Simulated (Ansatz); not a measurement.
SnH$_{3}$OCl$_{3}$: several calculations on one system

**1. Relaxation**

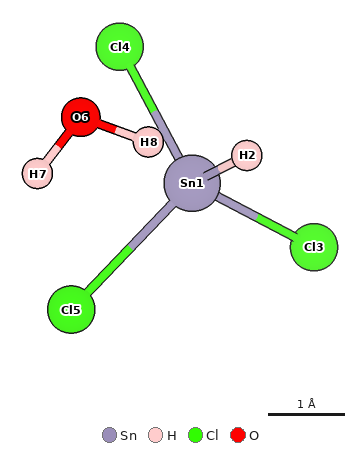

Starting structure of SnH3OCl3. A ball-and-stick model, seen from a free direction.

The run prepares an end point of a later path (reaction) calculation, from a guessed geometry.

Method: Ansatz 0.2.0, RKS BHLYP/def2-SVP.

Input file:
```yaml
crystal:
  periodic: [false, false, false]
  atoms:
    - { symbol: Sn, position_ang: [0.217845, 0.129824, -0.195969] }
    - { symbol: H, position_ang: [-0.027558, 0.103292, 1.510982] }
    - { symbol: Cl, position_ang: [2.494571, -0.03983, -0.659553] }
    - { symbol: Cl, position_ang: [-0.521743, 2.053507, -1.253166] }
    - { symbol: Cl, position_ang: [-0.802907, -1.72486, -1.174737] }
    - { symbol: O, position_ang: [-2.540241, -0.020052, 1.325297] }
    - { symbol: H, position_ang: [-2.903203, -0.84513, 1.003838] }
    - { symbol: H, position_ang: [-1.812865, -0.286451, 1.919908] }
basis:
  gaussian: { orbitals: def2-SVP }
hamiltonian:
  xc: { name: BHLYP }
relax:
  f_tol: 0.03
  max_steps: 50
```

Run as
```bash
ansatz run input.yaml --threads 2 --pin off --max-ram 3072MiB --backend cpu --events-out ev --progress --plain --runs-dir out
```

### What does the optimiser find from here?

The energy falls by 0.414 eV in 19 accepted moves (21 points after the start). The largest force component goes from 1.1 to 0.029 eV/Å. The line search rejected the trial steps at points 2, 20 of the run. The largest moves after the best rigid fit, 1.38 Å, are those of H7 and H8. By element the largest moves are H 1.38 Å, Cl 0.69 Å, O 0.46 Å, Sn 0.35 Å. Among the contacts that change: Sn1–O6 3.153 → 2.566 Å, Sn1–H2 1.725 → 1.683 Å, Sn1–Cl4 2.316 → 2.350 Å, Sn1–Cl3 2.330 → 2.350 Å. Bond angles that change, for instance: H2–Sn1–Cl5 109.9° → 117.7°, Cl3–Sn1–Cl5 106.6° → 101.1°, Cl3–Sn1–Cl4 106.4° → 101.2°.

Final geometry:

```xyz
8

Sn    0.1882    0.0121    0.1317
H     0.5697    0.1319    1.7661
Cl    2.2426    0.1778   -0.9980
Cl   -1.0110    1.7821   -0.8439
Cl   -0.5974   -2.0572   -0.6568
O    -2.1165   -0.1778    1.2446
H    -2.6696    0.5101    0.8704
H    -2.5021   -1.0086    0.9625
```

After the run, drawn alike:

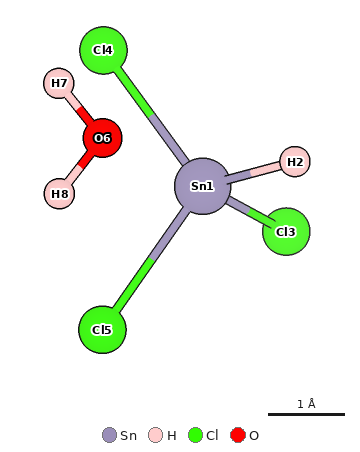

**2. Relaxation**

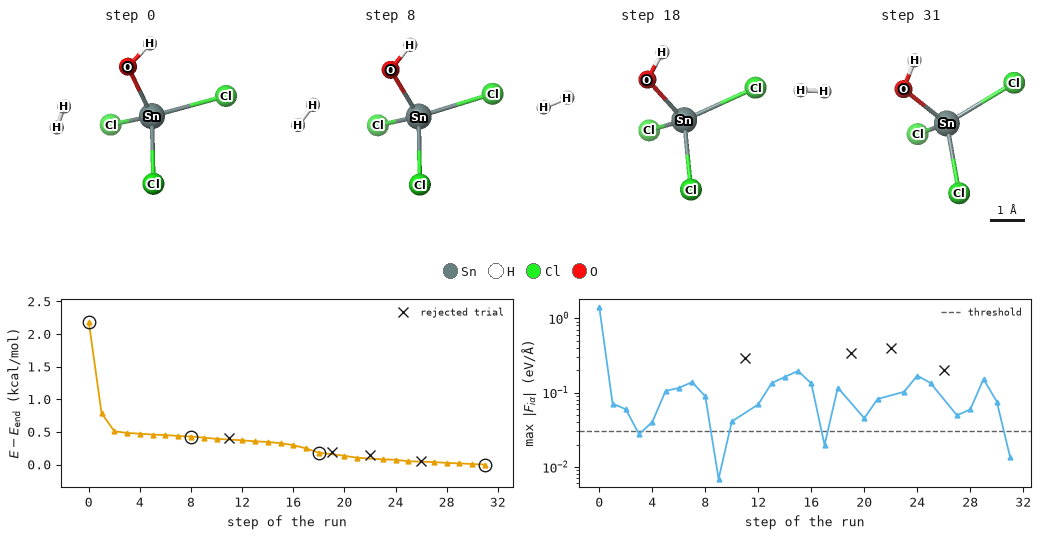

Frames of a relaxation of SnH3OCl3, marked on the history of the run. A ball-and-stick model, seen at a tilt.

The run prepares an end point of a later path (reaction) calculation, from a guessed geometry.

Method: Ansatz, RKS BHLYP/def2-SVP.

The input:
```yaml
crystal:
  periodic: [false, false, false]
  atoms:
    - { symbol: Sn, position_ang: [-0.562108, -0.211953, -0.441388] }
    - { symbol: H, position_ang: [-0.052889, 1.040081, 2.173026] }
    - { symbol: Cl, position_ang: [1.581946, -0.843937, 0.148183] }
    - { symbol: Cl, position_ang: [-0.616957, 2.046972, -0.930318] }
    - { symbol: Cl, position_ang: [-1.19527, -1.404868, -2.333265] }
    - { symbol: O, position_ang: [-1.853094, -0.665694, 0.955121] }
    - { symbol: H, position_ang: [-2.544353, -1.252747, 0.646216] }
    - { symbol: H, position_ang: [-0.653374, 0.662446, 2.259024] }
basis:
  gaussian: { orbitals: def2-SVP }
hamiltonian:
  xc: { name: BHLYP }
relax:
  f_tol: 0.03
  max_steps: 50
```

Run as
```bash
ansatz run input.yaml --threads 2 --pin off --max-ram 3072MiB --backend cpu --events-out ev --progress --plain --runs-dir out
```

Q: Describe the path.

A: The atom that moves furthest after the best rigid fit is H2 (1.85 Å). Largest moves by element: H 1.85 Å, Cl 0.95 Å, O 0.74 Å, Sn 0.56 Å. Near-neighbour distances that change, for instance: H2–H8 0.715 → 0.755 Å, Sn1–O6 1.955 → 1.946 Å. Bond angles that change, for instance: Cl5–Sn1–O6 106.4° → 108.6°, Cl4–Sn1–O6 111.2° → 109.1°, Cl3–Sn1–O6 111.5° → 109.5°. Over 27 accepted moves (31 points after the start) the energy falls by 2.19 kcal/mol. The largest force component goes from 1.4 to 0.014 eV/Å. The line search rejected the trial steps at points 11, 19, 22, 26 of the run. The forces were under the threshold at step 3, but the run went on from there. From step 0 to 8: H2 moves most (0.62 Å), energy −1.76 kcal/mol. From step 8 to 18: H2 moves most (0.78 Å), energy −0.25 kcal/mol. From step 18 to 31: H2 moves most (0.55 Å), energy −0.18 kcal/mol.

```json
{"step": "0", "E − E(0), kcal/mol": "0.00", "largest force component, eV/Å": "1.3931", "note": ""}
{"step": "1", "E − E(0), kcal/mol": "-1.40", "largest force component, eV/Å": "0.0710", "note": ""}
{"step": "2", "E − E(0), kcal/mol": "-1.68", "largest force component, eV/Å": "0.0596", "note": ""}
{"step": "3", "E − E(0), kcal/mol": "-1.70", "largest force component, eV/Å": "0.0275", "note": ""}
{"step": "4", "E − E(0), kcal/mol": "-1.72", "largest force component, eV/Å": "0.0402", "note": ""}
{"step": "5", "E − E(0), kcal/mol": "-1.73", "largest force component, eV/Å": "0.1050", "note": ""}
{"step": "6", "E − E(0), kcal/mol": "-1.74", "largest force component, eV/Å": "0.1154", "note": ""}
{"step": "7", "E − E(0), kcal/mol": "-1.75", "largest force component, eV/Å": "0.1380", "note": ""}
{"step": "8", "E − E(0), kcal/mol": "-1.76", "largest force component, eV/Å": "0.0889", "note": ""}
{"step": "9", "E − E(0), kcal/mol": "-1.78", "largest force component, eV/Å": "0.0069", "note": ""}
{"step": "10", "E − E(0), kcal/mol": "-1.80", "largest force component, eV/Å": "0.0409", "note": ""}
{"step": "11", "E − E(0), kcal/mol": "-1.78", "largest force component, eV/Å": "0.2871", "note": "rejected"}
{"step": "12", "E − E(0), kcal/mol": "-1.82", "largest force component, eV/Å": "0.0694", "note": ""}
{"step": "13", "E − E(0), kcal/mol": "-1.83", "largest force component, eV/Å": "0.1335", "note": ""}
{"step": "14", "E − E(0), kcal/mol": "-1.84", "largest force component, eV/Å": "0.1623", "note": ""}
{"step": "16", "E − E(0), kcal/mol": "-1.89", "largest force component, eV/Å": "0.1324", "note": ""}
{"step": "17", "E − E(0), kcal/mol": "-1.94", "largest force component, eV/Å": "0.0197", "note": ""}
{"step": "18", "E − E(0), kcal/mol": "-2.01", "largest force component, eV/Å": "0.1163", "note": ""}
{"step": "19", "E − E(0), kcal/mol": "-1.99", "largest force component, eV/Å": "0.3417", "note": "rejected"}
{"step": "20", "E − E(0), kcal/mol": "-2.05", "largest force component, eV/Å": "0.0452", "note": ""}
{"step": "21", "E − E(0), kcal/mol": "-2.08", "largest force component, eV/Å": "0.0818", "note": ""}
{"step": "22", "E − E(0), kcal/mol": "-2.04", "largest force component, eV/Å": "0.3937", "note": "rejected"}
{"step": "23", "E − E(0), kcal/mol": "-2.11", "largest force component, eV/Å": "0.1023", "note": ""}
{"step": "24", "E − E(0), kcal/mol": "-2.12", "largest force component, eV/Å": "0.1689", "note": ""}
{"step": "25", "E − E(0), kcal/mol": "-2.14", "largest force component, eV/Å": "0.1342", "note": ""}
{"step": "27", "E − E(0), kcal/mol": "-2.15", "largest force component, eV/Å": "0.0493", "note": ""}
{"step": "28", "E − E(0), kcal/mol": "-2.16", "largest force component, eV/Å": "0.0593", "note": ""}
{"step": "29", "E − E(0), kcal/mol": "-2.17", "largest force component, eV/Å": "0.1517", "note": ""}
{"step": "30", "E − E(0), kcal/mol": "-2.18", "largest force component, eV/Å": "0.0756", "note": ""}
{"step": "31", "E − E(0), kcal/mol": "-2.19", "largest force component, eV/Å": "0.0137", "note": ""}
```

Limits of the set-up: the start holds two separate molecules, 2.2 Å apart at their closest, whose relative position is a soft coordinate and is computed without a dispersion correction.

**3. Path**

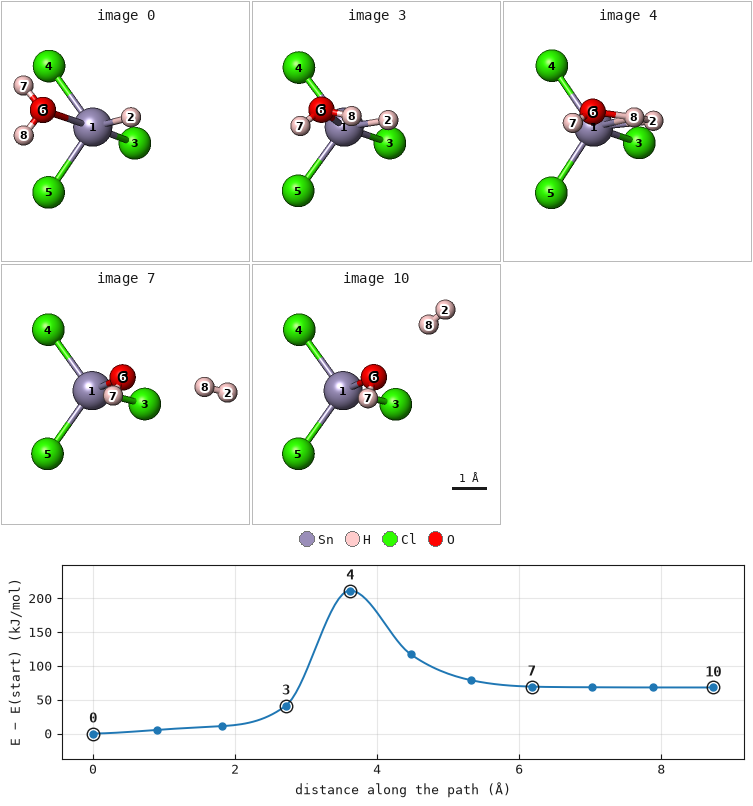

A search for the minimum-energy path of SnH3OCl3, made up at the start of SnHCl3 and H₂O by the nudged elastic band. Images are numbered from 0 (start) to 10 (end). The picture is a ball-and-stick view, seen from a free direction.

Computed with RKS BHLYP/def2-SVP in Ansatz 0.2.0. Run with 9 movable images; climbing image; force threshold 0.05 eV/Å; iteration limit 60; starting path through a guess of the saddle point.

Read off the barrier and say what moves.

Answer. Breaking: O6–H8 (0.96 → 1.29 at the top → 2.47 Å), Sn1–H2 (1.68 → 2.03 at the top → 4.92 Å). Forming: H2–H8 (3.37 → 0.96 at the top → 0.75 Å). The highest point, image 4, lies 211.5 kJ/mol above the start and 143.4 kJ/mol above the end; the end is at +68.2 kJ/mol relative to the start. The band converged in 19 iterations. The largest component of the band force went from 47 to 0.039 eV/Å. The climbing image converged on the top of the path. Its vibrational analysis gives 2 imaginary modes over 30i cm⁻¹, so it isn't confirmed as a transition state.
